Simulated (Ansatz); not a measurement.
**NH2O+ (singlet): correlated methods under varied settings**

Aim: run NH2O+ (singlet) at one geometry under a spread of methods and options, and see what each costs and gives.

The runs use Ansatz 0.2.0, Gaussian basis; the settings change from run to run.

18 further runs of the same task are left out: 9 that didn't finish, 9 set aside as unsound or not needed.

### 1 What is computed

The geometry is a PBE0/def2-TZVP stationary point (not a proven minimum) of the parent state, kept for this charge and spin.

4 atoms, charge 1, spin multiplicity 1.

Atoms are counted from 1 here; the program's logs count them from 0.

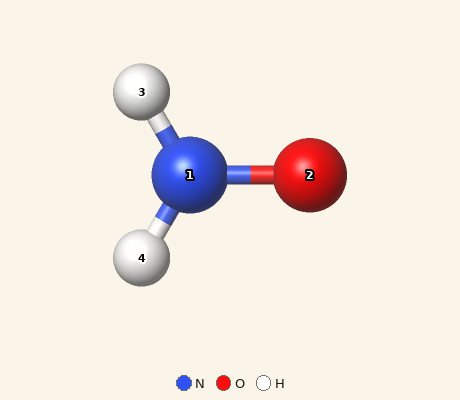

The geometry (nitrogen blue, oxygen red, hydrogen white); atoms are numbered from 1 in the order of the file.

Geometry (Å):

```xyz
4

N     0.00000    0.00000    0.59842
O     0.00000    0.00000   -0.66353
H     0.00000    0.87622    1.10832
H     0.00000   -0.87622    1.10832
```

### 2 CCSDT on RHF/STO-3G

Input file in.yaml:

```yaml
crystal:
  periodic: [false, false, false]
  atoms:
    - {symbol: N, position_ang: [0.000000, 0.000000, 0.598418]}
    - {symbol: O, position_ang: [0.000000, 0.000000, -0.663532]}
    - {symbol: H, position_ang: [0.000000, 0.876220, 1.108323]}
    - {symbol: H, position_ang: [0.000000, -0.876220, 1.108323]}
basis:
  gaussian: {orbitals: STO-3G}
total_charge: 1
magnetization: {spin_polarized: false}
correlation: {method: ccsdt, electrons: valence}
```

Launch:

```console
> ansatz run in.yaml --threads 1 --pin off --events-out ev --progress --plain --max-ram 2393MiB
```

The program printed (excerpt; [...] marks lines left out):

```text
Functional definition: HF
  name "HF"
  cite "Fock, Z. Phys. 61, 126 (1930) doi:10.1007/BF01340294"
  parent pbe
[...]
186 factors; integrals over basis functions are off by at most 3.2e-8 eV
[...]
mean field -3493.71031920 eV, -128.3914861086 hartree, gradient 2.3e-6 eV, S^2 0.000000; 0 other end points of the search recorded, 0 dependent functions left out; unrestricted orbitals would lower it
[...]
2 core orbitals not correlated: weight in the atoms' cores, before any rotation towards them, 1.000 or more for the frozen orbitals, at most 0.000 for the correlated occupied ones
reference -3493.71031920 eV, -128.3914861086 hartree; 6, 6 occupied and 4, 4 virtual orbitals, 186 factors
second order -3.74129608 eV of doubles, -0.00000000 eV of singles
cycle   1  -4.06871662 eV  change   -3.3e-1 eV  update   8.9e-2
[...]
cycle  14  -4.54452949 eV  change   -1.0e-6 eV  update   4.5e-7
Total energy: -3498.25484869 eV, -128.5584944869 hartree
```

Run time: 0.39 s. Hardware: 1 thread of Intel Xeon Platinum 8259CL at 2.50GHz, shared host.

From the report: correlation -4.5445 eV; T1 0.021; largest double amplitude 0.25.

### 3 CCSD(T) on RHF/cc-pVDZ

in.yaml, as its differences from that of step 2:

```diff
@@ -8,5 +8,7 @@
 basis:
-  gaussian: {orbitals: STO-3G}
+  gaussian: {orbitals: cc-pVDZ, fitting: {mean_field: def2-universal-jkfit}}
 total_charge: 1
 magnetization: {spin_polarized: false}
-correlation: {method: ccsdt, electrons: valence}
+hamiltonian: {pseudopotentials: {relativity: scalar}}
+correlation: {method: ccsd_t, electrons: valence}
+output: {forces: true}
```

Same command.

The program printed (excerpt; [...] marks lines left out):

```text
Functional definition: HF
  name "HF"
  cite "Fock, Z. Phys. 61, 126 (1930) doi:10.1007/BF01340294"
  parent pbe
[...]
190 factors; integrals over basis functions are off by at most 1.9e-1 eV
[...]
mean field -3541.14334761 eV, -130.1346177513 hartree, gradient 1.3e-6 eV, S^2 0.000000; 0 other end points of the search recorded, 0 dependent functions left out; unrestricted orbitals would lower it
2 core orbitals not correlated: weight in the atoms' cores, before any rotation towards them, 1.000 or more for the frozen orbitals, at most 0.000 for the correlated occupied ones
reference -3541.14334761 eV, -130.1346177513 hartree; 6, 6 occupied and 30, 30 virtual orbitals, 190 factors
second order -9.96050539 eV of doubles, -0.00000000 eV of singles
cycle   1  -9.75728725 eV  change    2.0e-1 eV  update   8.7e-2
[...]
cycle  11  -10.26486349 eV  change   -4.9e-6 eV  update   1.7e-6
perturbative correction -0.37646683 eV, -0.0138349007 hartree
[...]
Total energy: -3551.78467792 eV, -130.5256794275 hartree
Relativity: scalar
Atom 0 at     0.000000     0.000000     0.598418 Å, force     0.000000     0.000000    -5.567302 eV/Å
Atom 1 at     0.000000     0.000000    -0.663532 Å, force    -0.000000     0.000000     4.556756 eV/Å
Atom 2 at     0.000000     0.876220     1.108323 Å, force    -0.000000     1.354614     0.505273 eV/Å
Atom 3 at     0.000000    -0.876220     1.108323 Å, force    -0.000000    -1.354614     0.505273 eV/Å
Dipole moment:     0.000000     0.000000     0.758700 e Å
```

Wall time 0.84 s (1 thread of Intel Xeon Platinum 8259CL at 2.50GHz, shared host).

From the report: correlation -10.6413 eV; T1 0.017; largest double amplitude 0.19.

### 4 CCSD(T) on RHF/cc-pVDZ

in.yaml, as its differences from that of step 3:

```diff
@@ -8,3 +8,3 @@
 basis:
-  gaussian: {orbitals: cc-pVDZ, fitting: {mean_field: def2-universal-jkfit}}
+  gaussian: {orbitals: cc-pVDZ}
 total_charge: 1
@@ -12,3 +12,4 @@
 hamiltonian: {pseudopotentials: {relativity: scalar}}
-correlation: {method: ccsd_t, electrons: valence}
+correlation: {method: ccsd_t, electrons: valence, diis_vectors: 2}
+scf: {omitted_lower_state_checks: [cluster_reference]}
 output: {forces: true}
```

Same command.

The program printed (excerpt; [...] marks lines left out):

```text
Functional definition: HF
  name "HF"
  cite "Fock, Z. Phys. 61, 126 (1930) doi:10.1007/BF01340294"
  parent pbe
[...]
351 factors; integrals over basis functions are off by at most 1.3e-3 eV
[...]
mean field -3541.14570078 eV, -130.1347042287 hartree, gradient 8.1e-7 eV, S^2 0.000000; 0 other end points of the search recorded, 0 dependent functions left out; unrestricted orbitals would lower it
2 core orbitals not correlated: weight in the atoms' cores, before any rotation towards them, 1.000 or more for the frozen orbitals, at most 0.000 for the correlated occupied ones
reference -3541.14570078 eV, -130.1347042287 hartree; 6, 6 occupied and 30, 30 virtual orbitals, 351 factors
second order -9.96104580 eV of doubles, -0.00000000 eV of singles
cycle   1  -9.75617530 eV  change    2.0e-1 eV  update   8.7e-2
[...]
cycle  13  -10.26355642 eV  change   -5.0e-7 eV  update   1.6e-6
perturbative correction -0.37630719 eV, -0.0138290341 hartree
[...]
Total energy: -3551.78556438 eV, -130.5257120043 hartree
Relativity: scalar
Atom 0 at     0.000000     0.000000     0.598418 Å, force     0.000000     0.000000    -5.572256 eV/Å
Atom 1 at     0.000000     0.000000    -0.663532 Å, force    -0.000000    -0.000000     4.560847 eV/Å
Atom 2 at     0.000000     0.876220     1.108323 Å, force     0.000000     1.355854     0.505704 eV/Å
Atom 3 at     0.000000    -0.876220     1.108323 Å, force    -0.000000    -1.355854     0.505704 eV/Å
Dipole moment:     0.000000    -0.000000     0.758595 e Å
Checks for a lower state left out: cluster_reference
```

It took 1.4 s on 1 thread of Intel Xeon Platinum 8259CL at 2.50GHz, shared host.

From the report: correlation -10.6399 eV; T1 0.016; largest double amplitude 0.19.

### 5 CCSD(T)/def2-SVP

Input file in.yaml:

```yaml
crystal:
  periodic: [false, false, false]
  atoms:
    - {symbol: N, position_ang: [0.000000, 0.000000, 0.598418]}
    - {symbol: O, position_ang: [0.000000, 0.000000, -0.663532]}
    - {symbol: H, position_ang: [0.000000, 0.876220, 1.108323]}
    - {symbol: H, position_ang: [0.000000, -0.876220, 1.108323]}
basis:
  gaussian: {orbitals: def2-SVP}
total_charge: 1
magnetization: {spin_polarized: true, initial_magnetization: 0}
hamiltonian: {xc: {name: B3LYP}}
correlation: {method: ccsd_t, electrons: outside_noble_gas}
output: {forces: true}
```

Same command.

The program printed (excerpt; [...] marks lines left out):

```text
Functional definition: B3LYP
  name "B3LYP"
  cite "Stephens, Devlin, Chabalowski & Frisch, J. Phys. Chem. 98, 11623 (1994) doi:10.1021/j100096a001"
  cite "Becke, Phys. Rev. A 38, 3098 (1988) doi:10.1103/PhysRevA.38.3098"
  cite "Lee, Yang & Parr, Phys. Rev. B 37, 785 (1988) doi:10.1103/PhysRevB.37.785"
  cite "Vosko, Wilk & Nusair, Can. J. Phys. 58, 1200 (1980) doi:10.1139/p80-159"
[...]
374 factors; integrals over basis functions are off by at most 1.6e-3 eV
[...]
mean field -3554.81349991 eV, -130.6369865825 hartree, gradient 3.1e-6 eV, S^2 0.000000; 4 other end points of the search recorded, 0 dependent functions left out
2 core orbitals not correlated: weight in the atoms' cores, before any rotation towards them, 1.000 or more for the frozen orbitals, at most 0.000 for the correlated occupied ones
reference -3535.50588509 eV, -129.9274448250 hartree; 6, 6 occupied and 30, 30 virtual orbitals, 374 factors
second order -10.46844320 eV of doubles, -0.27256793 eV of singles
cycle   1  -9.99845262 eV  change    7.3e-1 eV  update   9.3e-2
[...]
cycle  14  -10.54647531 eV  change    2.5e-7 eV  update   7.5e-8
perturbative correction -0.41009432 eV, -0.0150706884 hartree
[...]
Total energy: -3546.46245472 eV, -130.3300913324 hartree
Atom 0 at     0.000000     0.000000     0.598418 Å, force    -0.000000     0.000000    -6.046487 eV/Å
Atom 1 at     0.000000     0.000000    -0.663532 Å, force    -0.000000     0.000000     5.033884 eV/Å
Atom 2 at     0.000000     0.876220     1.108323 Å, force     0.000000     1.339717     0.506301 eV/Å
Atom 3 at     0.000000    -0.876220     1.108323 Å, force     0.000000    -1.339717     0.506301 eV/Å
Dipole moment:     0.000000    -0.000000     0.775597 e Å
```

Wall time 6 s (1 thread of Intel Xeon Platinum 8259CL at 2.50GHz, shared host).

From the report: ⟨S²⟩ of the determinant 0.000 (pure singlet: 0.00); correlation -10.9566 eV; T1 0.006; largest double amplitude 0.20. The orbitals are Kohn-Sham ones, so correlation energy and T1 don't compare with those on Hartree-Fock orbitals.

### 6 CCSD(T) on UHF/cc-pVDZ

in.yaml, as its differences from that of step 5:

```diff
@@ -8,7 +8,5 @@
 basis:
-  gaussian: {orbitals: def2-SVP}
+  gaussian: {orbitals: cc-pVDZ}
 total_charge: 1
 magnetization: {spin_polarized: true, initial_magnetization: 0}
-hamiltonian: {xc: {name: B3LYP}}
-correlation: {method: ccsd_t, electrons: outside_noble_gas}
-output: {forces: true}
+correlation: {method: ccsd_t, electrons: all}
```

The command is unchanged.

The program printed (excerpt; [...] marks lines left out):

```text
Functional definition: HF
  name "HF"
  cite "Fock, Z. Phys. 61, 126 (1930) doi:10.1007/BF01340294"
  parent pbe
[...]
351 factors; integrals over basis functions are off by at most 1.3e-3 eV
[...]
mean field -3539.69630365 eV, -130.0814398668 hartree, gradient 1.1e-6 eV, S^2 0.578069; 12 other end points of the search recorded, 0 dependent functions left out
determinant -3539.69630365 eV, -130.0814398668 hartree, with singles and doubles -3549.37908614 eV, -130.4372755601 hartree
determinant -3539.02964866 eV, -130.0569407477 hartree, with singles and doubles -3547.70364165 eV, -130.3757041109 hartree
determinant -3539.07149555 eV, -130.0584785927 hartree, with singles and doubles -3549.44069958 eV, -130.4395398122 hartree
reference -3539.69630365 eV, -130.0814398668 hartree; 8, 8 occupied and 30, 30 virtual orbitals, 351 factors
second order -8.18983788 eV of doubles, -0.00000000 eV of singles
cycle   1  -9.68613723 eV  change   -3.4e-3 eV  update   3.4e-3
[...]
cycle   8  -9.70771324 eV  change    4.6e-6 eV  update   1.3e-5
perturbative correction -0.35553970 eV, -0.0130658429 hartree
Total energy: -3549.75955659 eV, -130.4512575912 hartree
```

It took 3.6 s on 1 thread of Intel Xeon Platinum 8259CL at 2.50GHz, shared host.

From the report: ⟨S²⟩ of the determinant 0.578 (pure singlet: 0.00); correlation -10.0633 eV; T1 0.074; largest double amplitude 0.23. The determinant is far from a pure spin state, so its energy mixes those of several spin states (harmless only where they are near-degenerate, as at dissociation).

### 7 MP2 on RHF/def2-SVP

in.yaml, as its differences from that of step 6:

```diff
@@ -8,5 +8,6 @@
 basis:
-  gaussian: {orbitals: cc-pVDZ}
+  gaussian: {orbitals: def2-SVP}
 total_charge: 1
-magnetization: {spin_polarized: true, initial_magnetization: 0}
-correlation: {method: ccsd_t, electrons: all}
+magnetization: {spin_polarized: false}
+correlation: {method: mp2, electrons: all}
+accuracy: high
```

Same command.

The program printed:

```text
Functional definition: HF
  name "HF"
  cite "Fock, Z. Phys. 61, 126 (1930) doi:10.1007/BF01340294"
  parent pbe
  exchange = exact_x
  correlation = 0
802 factors; integrals over basis functions are off by at most 3.5e-9 eV
mean field evaluation 1: about -3532.4569 eV, gradient 4.0e1 eV
mean field evaluation 2: about -3532.4582 eV, gradient 4.0e1 eV
mean field evaluation 4: about -3535.7679 eV, gradient 3.3e0 eV
mean field evaluation 8: about -3535.8408 eV, gradient 3.6e-1 eV
mean field evaluation 16: about -3535.8417 eV, gradient 1.8e-8 eV
mean field -3535.84166802 eV, -129.9397846202 hartree, gradient 1.8e-8 eV, S^2 0.000000; 0 other end points of the search recorded, 0 dependent functions left out; unrestricted orbitals would lower it
reference -3535.84166802 eV, -129.9397846202 hartree; 8, 8 occupied and 30, 30 virtual orbitals, 802 factors
second order -10.08534363 eV of doubles, -0.00000000 eV of singles
Total energy: -3545.92701165 eV, -130.3104141623 hartree
```

It took 0.45 s on 1 thread of Intel Xeon Platinum 8259CL at 2.50GHz, shared host.

### 8 CCSDT(Q) on RHF/cc-pVDZ

in.yaml, as its differences from that of step 7:

```diff
@@ -8,6 +8,6 @@
 basis:
-  gaussian: {orbitals: def2-SVP}
+  gaussian: {orbitals: cc-pVDZ}
 total_charge: 1
 magnetization: {spin_polarized: false}
-correlation: {method: mp2, electrons: all}
+correlation: {method: ccsdt_q, electrons: outside_noble_gas}
 accuracy: high
```

Same command.

The program printed (excerpt; [...] marks lines left out):

```text
Functional definition: HF
  name "HF"
  cite "Fock, Z. Phys. 61, 126 (1930) doi:10.1007/BF01340294"
  parent pbe
[...]
796 factors; integrals over basis functions are off by at most 3.4e-9 eV
[...]
mean field -3539.07152373 eV, -130.0584796284 hartree, gradient 2.6e-8 eV, S^2 0.000000; 0 other end points of the search recorded, 0 dependent functions left out; unrestricted orbitals would lower it
2 core orbitals not correlated: weight in the atoms' cores, before any rotation towards them, 1.000 or more for the frozen orbitals, at most 0.000 for the correlated occupied ones
reference -3539.07152373 eV, -130.0584796284 hartree; 6, 6 occupied and 30, 30 virtual orbitals, 796 factors
second order -9.95708331 eV of doubles, -0.00000000 eV of singles
cycle   1  -9.75371196 eV  change    2.0e-1 eV  update   9.9e-2
[...]
cycle  25  -10.63775121 eV  change   -1.3e-9 eV  update   1.1e-9
perturbative correction -0.06047727 eV, -0.0022224988 hartree
Total energy: -3549.76975222 eV, -130.4516322736 hartree
```

Run time: 10 s. Hardware: 1 thread of Intel Xeon Platinum 8259CL at 2.50GHz, shared host; peak memory 0.28 GiB.

From the report: correlation -10.6982 eV; T1 0.016; largest double amplitude 0.22.

### 9 CCSD/def2-SVPD

in.yaml, as its differences from that of step 8:

```diff
@@ -8,6 +8,6 @@
 basis:
-  gaussian: {orbitals: cc-pVDZ}
+  gaussian: {orbitals: def2-SVPD}
 total_charge: 1
-magnetization: {spin_polarized: false}
-correlation: {method: ccsdt_q, electrons: outside_noble_gas}
-accuracy: high
+magnetization: {spin_polarized: true, initial_magnetization: 0}
+hamiltonian: {xc: {name: PBE0}}
+correlation: {method: ccsd, electrons: valence}
```

Launched as before.

The program printed (excerpt; [...] marks lines left out):

```text
Functional definition: PBE0
  name "PBE0"
  cite "Adamo & Barone, J. Chem. Phys. 110, 6158 (1999) doi:10.1063/1.478522"
  cite "Perdew, Burke & Ernzerhof, Phys. Rev. Lett. 77, 3865 (1996) doi:10.1103/PhysRevLett.77.3865"
  parent pbe
[...]
577 factors; integrals over basis functions are off by at most 8.7e-4 eV
[...]
mean field -3551.14877195 eV, -130.5023103142 hartree, gradient 8.7e-7 eV, S^2 0.000000; 4 other end points of the search recorded, 0 dependent functions left out
2 core orbitals not correlated: weight in the atoms' cores, before any rotation towards them, 1.000 or more for the frozen orbitals, at most 0.000 for the correlated occupied ones
reference -3535.74714273 eV, -129.9363108799 hartree; 6, 6 occupied and 51, 51 virtual orbitals, 577 factors
second order -10.74361632 eV of doubles, -0.23100170 eV of singles
cycle   1  -10.22319720 eV  change    7.4e-1 eV  update   9.5e-2
[...]
cycle  10  -10.78250425 eV  change    1.3e-5 eV  update   5.5e-6
Total energy: -3546.52964698 eV, -130.3325606025 hartree
```

Wall time 5.5 s (1 thread of Intel Xeon Platinum 8259CL at 2.50GHz, shared host).

From the report: ⟨S²⟩ of the determinant 0.000 (pure singlet: 0.00); correlation -10.7825 eV; T1 0.006; largest double amplitude 0.19. The orbitals are Kohn-Sham ones, so correlation energy and T1 don't compare with those on Hartree-Fock orbitals.

### 10 CCSDT/cc-pVDZ

in.yaml, as its differences from that of step 9:

```diff
@@ -8,6 +8,6 @@
 basis:
-  gaussian: {orbitals: def2-SVPD}
+  gaussian: {orbitals: cc-pVDZ}
 total_charge: 1
 magnetization: {spin_polarized: true, initial_magnetization: 0}
-hamiltonian: {xc: {name: PBE0}}
-correlation: {method: ccsd, electrons: valence}
+hamiltonian: {xc: {name: PBE}}
+correlation: {method: ccsdt, electrons: valence}
```

Same command.

The program printed (excerpt; [...] marks lines left out):

```text
Functional definition: PBE
  name "PBE"
  cite "Perdew, Burke & Ernzerhof, Phys. Rev. Lett. 77, 3865 (1996) doi:10.1103/PhysRevLett.77.3865"
  parent pbe
[...]
675 factors; integrals over basis functions are off by at most 1.5e-7 eV
[...]
mean field -3554.31737149 eV, -130.6187541993 hartree, gradient 4.6e-6 eV, S^2 0.000000; 5 other end points of the search recorded, 0 dependent functions left out
2 core orbitals not correlated: weight in the atoms' cores, before any rotation towards them, 1.000 or more for the frozen orbitals, at most 0.000 for the correlated occupied ones
reference -3538.56719829 eV, -130.0399460101 hartree; 6, 6 occupied and 30, 30 virtual orbitals, 675 factors
second order -10.60533270 eV of doubles, -0.38252198 eV of singles
cycle   1  -10.11049553 eV  change    8.7e-1 eV  update   1.1e-1
[...]
cycle  17  -11.09810494 eV  change    4.8e-7 eV  update   2.6e-7
Total energy: -3549.66530323 eV, -130.4477938440 hartree
```

Run time: 14 s. Hardware: 1 thread of Intel Xeon Platinum 8259CL at 2.50GHz, shared host.

From the report: ⟨S²⟩ of the determinant 0.000 (pure singlet: 0.00); correlation -11.0981 eV; T1 0.010; largest double amplitude 0.22. The orbitals are Kohn-Sham ones, so correlation energy and T1 don't compare with those on Hartree-Fock orbitals.

### 11 The runs in one table

| level | correlated | functions | energy (eV) | time |
| --- | --- | --- | --- | --- |
| CCSDT on RHF/STO-3G | valence | 12 | -3498.2548 | 0.39 s |
| CCSD(T) on RHF/cc-pVDZ (relativity set) | valence | 38 | -3551.7847 | 0.84 s |
| CCSD(T) on RHF/cc-pVDZ (relativity set) | valence | 38 | -3551.7856 | 1.4 s |
| CCSD(T)/def2-SVP (on B3LYP orbitals) | outside noble gas | 38 | -3546.4625 | 6 s |
| CCSD(T) on UHF/cc-pVDZ | all | 38 | -3549.7596 | 3.6 s |
| MP2 on RHF/def2-SVP | all | 38 | -3545.9270 | 0.45 s |
| CCSDT(Q) on RHF/cc-pVDZ | outside noble gas | 38 | -3549.7698 | 10 s |
| CCSD/def2-SVPD (on PBE0 orbitals) | valence | 59 | -3546.5296 | 5.5 s |
| CCSDT/cc-pVDZ (on PBE orbitals) | valence | 38 | -3549.6653 | 14 s |

### 12 Results

| quantity | value |
| --- | --- |
| runs | 9 |
| quickest | CCSDT on RHF/STO-3G, 0.39 s |
| slowest | CCSDT/cc-pVDZ (on PBE orbitals), 14 s |

In words: Total energies in different bases, with other cores or another treatment of relativity can't be set against each other. CCSDT/cc-pVDZ (on PBE orbitals) took 35 times as long as CCSDT on RHF/STO-3G; the jobs differ in more than the method.
